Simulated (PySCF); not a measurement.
# C$_{5}$H$_{2}$F$_{6}$O$_{2}$, SMILES `O=C(CC(=O)C(F)(F)F)C(F)(F)F`: electronic structure

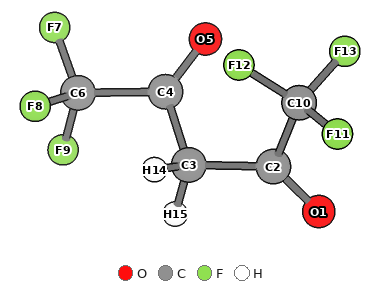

The molecule, with its atoms numbered as below. No frequency check shows the geometry to be a minimum.

Geometry (Å), atoms numbered from 1:

```
O1       1.9082   -1.9443   -0.5502
C2       1.3695   -0.9963   -0.0723
C3      -0.0703   -0.9464    0.3816
C4      -0.8901    0.0525   -0.4041
O5      -0.5226    0.7529   -1.2910
C6      -2.3793    0.0557    0.0745
F7      -3.1026    0.9824   -0.5322
F8      -2.4543    0.2637    1.3965
F9      -2.9440   -1.1379   -0.1625
C10      2.1563    0.3374    0.1437
F11      3.2909    0.1029    0.8088
F12      1.4552    1.2228    0.8668
F13      2.4698    0.9127   -1.0129
H14     -0.1190   -0.6666    1.4406
H15     -0.5175   -1.9397    0.2666
```

Part 1: Bonding charge

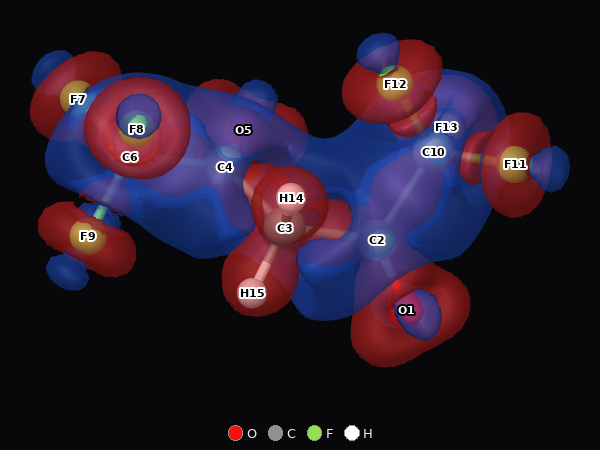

Deformation density (molecule less spherical, spin-averaged free atoms at the same positions), surfaces at ±0.05 e/Å³; red: gain, blue: loss.

Level of theory: PBE0/6-31G* (PySCF), at a geometry from GFN2-xTB.

Q: Describe the bonding that the map shows.

A: The five largest and four smallest: C4–O5: +0.64 e/Å³ at the bond critical point (bond length 1.19 Å, Mayer order 2.0). O1–C2: +0.64 e/Å³ at the bond critical point (bond length 1.19 Å, Mayer order 2.0). C3–H15: +0.63 e/Å³ at the bond critical point (bond length 1.09 Å, Mayer order 0.9). C3–H14: +0.62 e/Å³ at the bond critical point (bond length 1.10 Å, Mayer order 0.9). C2–C10: +0.58 e/Å³ at the bond critical point (bond length 1.56 Å, Mayer order 0.9). C10–F11: +0.12 e/Å³ at the bond critical point (bond length 1.34 Å, Mayer order 1.0). C6–F9: +0.11 e/Å³ at the bond critical point (bond length 1.34 Å, Mayer order 1.0); up to 0.6 Å beside the axis the gain reaches +0.29 e/Å³. C6–F8: +0.11 e/Å³ at the bond critical point (bond length 1.34 Å, Mayer order 1.0); up to 0.6 Å beside the axis the gain reaches +0.29 e/Å³. C10–F12: +0.10 e/Å³ at the bond critical point (bond length 1.34 Å, Mayer order 0.9); up to 0.6 Å beside the axis the gain reaches +0.29 e/Å³. In all, 3.4 electrons gather in the regions of gain relative to the promolecule. A small or negative value marks a very polar bond, one between electron-rich atoms, whose free-atom densities already overlap strongly, a long bond to a heavier atom, or a closed-shell contact such as a hydrogen bond.

Part 2: Bond critical points

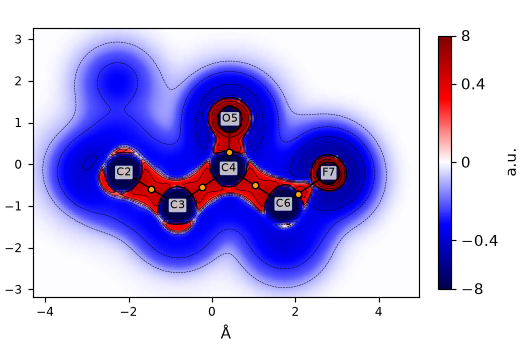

Negative Laplacian of the density (−∇²ρ) in the plane of C2, C3, C4, O5, C6 and F7 (red positive, blue negative, colour scale in a.u., logarithmic beyond ±0.04), with bond paths and bond critical points (dots).

Q: Sort the bonds in the plane by the sign of ∇²ρ at their critical points.

A: Concentrated (∇²ρ < 0): C6–F7 (−0.06 a.u.); C2–C3 (−0.62 a.u.); C3–C4 (−0.61 a.u.); C4–C6 (−0.63 a.u.). Depleted (∇²ρ > 0): C4–O5 (+0.74 a.u., H = −0.705). A positive Laplacian with clearly negative H marks a strongly polar covalent bond, whose critical point lies close to the core of the less electronegative atom.

Q: Where along C4–O5 does the critical point lie?

A: 0.39 Å from C4 and 0.80 Å from O5.

Part 3: Electrostatic potential

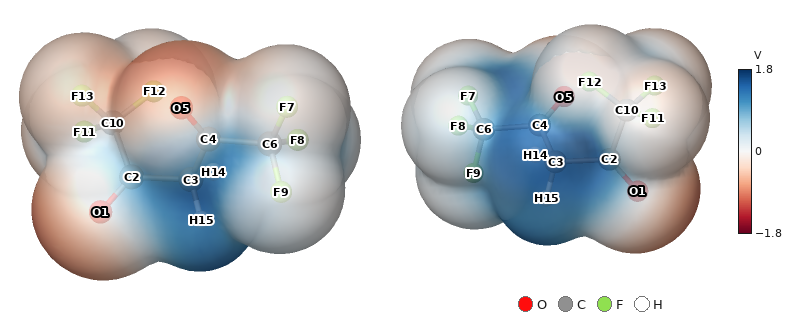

Electrostatic potential on the surface of electron density 0.001 a.u. (back view left, front view right).

Q: Where are the extremes of the potential on the surface?

A: Highest: 1.79 V, near H14 (1.85 Å), C2 (1.89 Å), C10 (2.00 Å) and F11 (2.04 Å). Further maxima include 1.46 V, over C4, off the plane of its three bonds (1.8 Å); 1.45 V, over C4, off the plane of its three bonds (1.9 Å). Lowest: −0.91 V, 1.7 Å from O1. Further minima include −0.35 V, 1.6 Å from F13; −0.06 V, 1.6 Å from F9. The surface is sampled at points, so like sites can differ by a few per cent and only the strongest of them is named.

Part 4: In an electric field

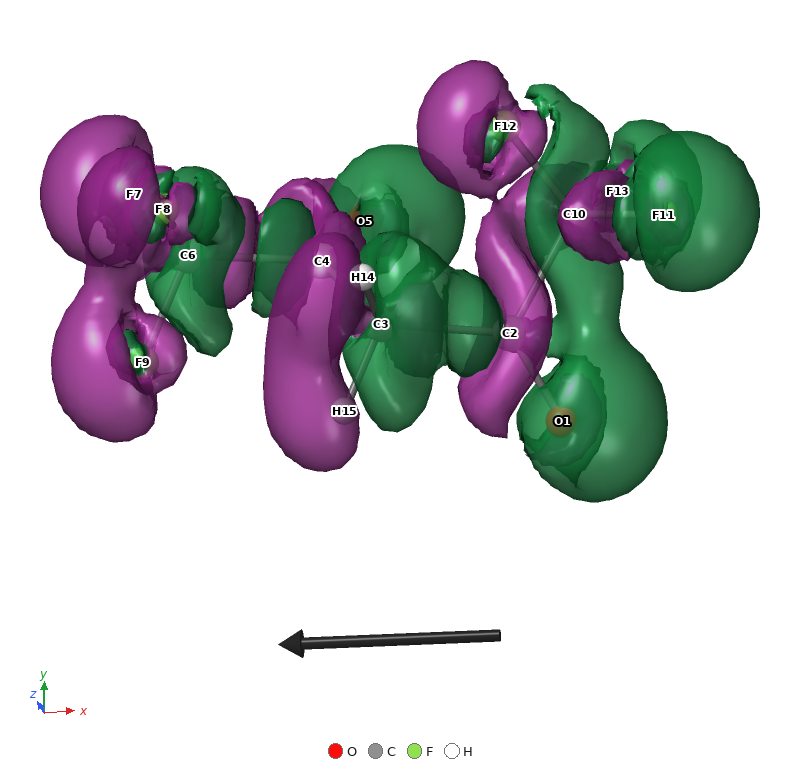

Change of the electron density in a uniform field of 0.21 V/Å along −x (arrow), surfaces at ±0.001 e/Å³ (green: gain, purple: loss).

Method: ωB97X/cc-pVDZ; geometry: GFN2-xTB; program: PySCF. A basis without diffuse functions makes polarisabilities too small.

Q: How large is the response?

A: The induced dipole is 0.61 D (along the field); α along this axis, from the fields in both directions, is 60 bohr³ (8.9 Å³).

Q: Which atoms gain and lose the most charge?

A: Electrons gather most on O1 (Hirshfeld charge changes by −0.008 e) and leave F7 most (+0.006 e); 0.060 electrons are displaced in all.

Part 5: Localised orbitals

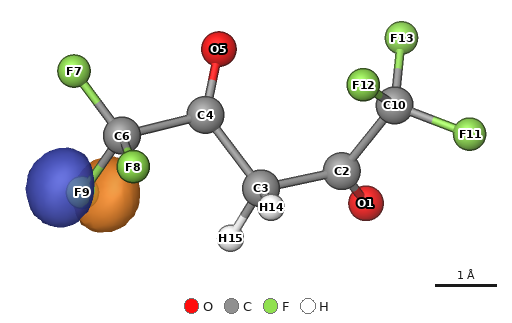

Intrinsic bond orbitals (IBO), occupied; each surface holds about 80 % of the orbital's density. Energies are diagonal elements of the Fock matrix.

Computed with PySCF, B3LYP/6-31+G*, geometry: GFN2-xTB.

Q: What does this orbital represent?

A: Lone pair on F9 (p-type) (F9 97 %; −13.7 eV).

Q: How do all the valence pairs divide up?

A: 38 pairs: 22 lone pairs, 14 σ bonds and 2 two-centre π bonds.

The PySCF runs shown took 20 s, 53 s and 30 s on 1 thread of AMD EPYC 9R45 96-Core Processor (Zen 5), with other jobs on the host.
